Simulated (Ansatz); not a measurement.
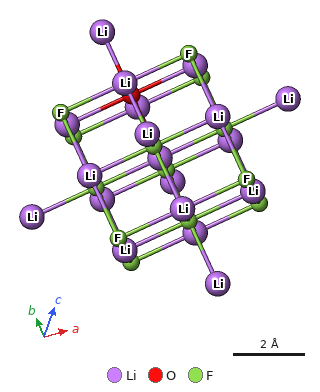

Starting structure of a defect cell of composition Li27OF26 (cell charge −1). A ball-and-stick model of the atoms within 4.2 Å of the atom that moves most (axes of the cell of the calculation (origin shifted)), seen from a free direction.

Level of theory: Ansatz, DFT, PBE, plane-wave PAW, default files, scalar-relativistic.

Settings: plane-wave cutoff 420 eV; k-point mesh 3 × 3 × 3; occupations fermi dirac; smearing width 0.01 eV; no spin polarisation; atoms relaxed in a fixed cell; force threshold 0.03 eV/Å; at most 40 steps.

```
Li O F
1.0
     0.00000    6.04200    6.04200
     6.04200    0.00000    6.04200
     6.04200    6.04200    0.00000
Li O F
27 1 26
Direct
  0.00000 0.00000 0.00000
  0.00000 0.00000 0.33333
  0.00000 0.00000 0.66667
  0.00000 0.33333 0.00000
  0.00000 0.33333 0.33333
  0.00000 0.33333 0.66667
  0.00000 0.66667 0.00000
  0.00000 0.66667 0.33333
  0.00000 0.66667 0.66667
  0.33333 0.00000 0.00000
  0.33333 0.00000 0.33333
  0.33333 0.00000 0.66667
  0.33333 0.33333 0.00000
  0.33333 0.33333 0.33333
  0.33333 0.33333 0.66667
  0.33333 0.66667 0.00000
  0.33333 0.66667 0.33333
  0.33333 0.66667 0.66667
  0.66667 0.00000 0.00000
  0.66667 0.00000 0.33333
  0.66667 0.00000 0.66667
  0.66667 0.33333 0.00000
  0.66667 0.33333 0.33333
  0.66667 0.33333 0.66667
  0.66667 0.66667 0.00000
  0.66667 0.66667 0.33333
  0.66667 0.66667 0.66667
  0.16667 0.16667 0.16667
  0.16667 0.16667 0.50000
  0.16667 0.16667 0.83333
  0.16667 0.50000 0.16667
  0.16667 0.50000 0.50000
  0.16667 0.50000 0.83333
  0.16667 0.83333 0.16667
  0.16667 0.83333 0.50000
  0.16667 0.83333 0.83333
  0.50000 0.16667 0.16667
  0.50000 0.16667 0.50000
  0.50000 0.16667 0.83333
  0.50000 0.50000 0.16667
  0.50000 0.50000 0.50000
  0.50000 0.50000 0.83333
  0.50000 0.83333 0.16667
  0.50000 0.83333 0.50000
  0.50000 0.83333 0.83333
  0.83333 0.16667 0.16667
  0.83333 0.16667 0.50000
  0.83333 0.16667 0.83333
  0.83333 0.50000 0.16667
  0.83333 0.50000 0.50000
  0.83333 0.50000 0.83333
  0.83333 0.83333 0.16667
  0.83333 0.83333 0.50000
  0.83333 0.83333 0.83333
```

Predict the outcome.

Answer. The largest moves, 0.15 Å, are those of Li2, Li4, Li5, Li10, Li11 and Li13. Li10 goes along [−1 1 1]. By element the largest moves are Li 0.15 Å, F 0.05 Å. O stays in place. The cell stays as it was. Among the contacts that change: Li10–F45 2.014 → 2.171 Å, Li10–O28 2.014 → 1.863 Å, Li10–F30 2.014 → 2.058 Å, Li12–F30 2.014 → 1.976 Å. Bond angles that change, for instance: Li2–F34–Li10 90.0° → 79.6°, F30–Li10–F43 180.0° → 169.6°, Li2–F34–Li16 180.0° → 173.8°. Over 3 geometry steps the energy falls by 0.913 eV per cell of the calculation. The largest force component goes from 1.3 to 0.014 eV/Å. The run took 65 s on 1 thread of Intel(R) Xeon(R) 6975P-C (Granite Rapids), with other jobs on the host, peak memory 1.1 GiB.

History of the run:

```json
{"step": "0", "E − E(0), meV/atom": "0.00", "largest force component, eV/Å": "1.3284"}
{"step": "1", "E − E(0), meV/atom": "-12.35", "largest force component, eV/Å": "0.7527"}
{"step": "2", "E − E(0), meV/atom": "-16.78", "largest force component, eV/Å": "0.0755"}
{"step": "3", "E − E(0), meV/atom": "-16.90", "largest force component, eV/Å": "0.0144"}
```

The end point in the same view:

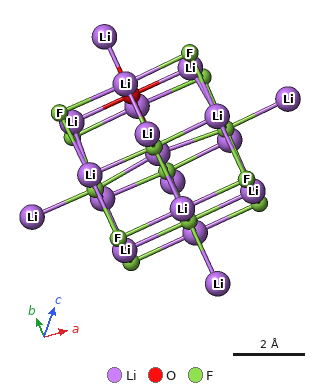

Limits of the set-up: the cell is charged, on a uniform background, and energies carry no finite-size correction.
